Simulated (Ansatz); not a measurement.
The figure comes from a scan of TiTe2 (CdI2 type): one Ti atom of a 3-atom cell moves by s along Cartesian x, with its periodic images. Level of theory: PBE-D3(BJ) (plane waves to 420 eV, PAW, scalar-relativistic; Ansatz, a first-principles code). k mesh 12×12×6 (Γ-centred), Fermi-Dirac smearing 0.05 eV. With partly filled bands, energies and forces of such displacements shift with the k mesh and the smearing. F∥ is the force on the atom along that direction. Spin-orbit coupling is left out, though Te is heavy. TiTe2 is run without spin polarisation. TiTe2 was relaxed with its symmetry unable to fall. 

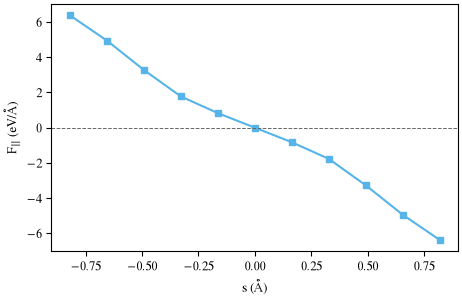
F∥ (eV/Å) against s (Å); computed points joined by lines.

Problem. Read the plotted values off the figure, to the accuracy that the plot allows.

Solution. To the nearest 0.2:

```json
[
 {"s (Å)": "-0.820", "F∥ (eV/Å)": "6.4"},
 {"s (Å)": "-0.656", "F∥ (eV/Å)": "5.0"},
 {"s (Å)": "-0.492", "F∥ (eV/Å)": "3.2"},
 {"s (Å)": "-0.328", "F∥ (eV/Å)": "1.8"},
 {"s (Å)": "-0.164", "F∥ (eV/Å)": "0.8"},
 {"s (Å)": "0.000", "F∥ (eV/Å)": "0.0"},
 {"s (Å)": "0.164", "F∥ (eV/Å)": "-0.8"},
 {"s (Å)": "0.328", "F∥ (eV/Å)": "-1.8"},
 {"s (Å)": "0.492", "F∥ (eV/Å)": "-3.2"},
 {"s (Å)": "0.656", "F∥ (eV/Å)": "-5.0"},
 {"s (Å)": "0.820", "F∥ (eV/Å)": "-6.4"}
]
```

(A displaced cell: forces are minus the slopes of the energy, force constants its curvatures, and phonons follow from these.)
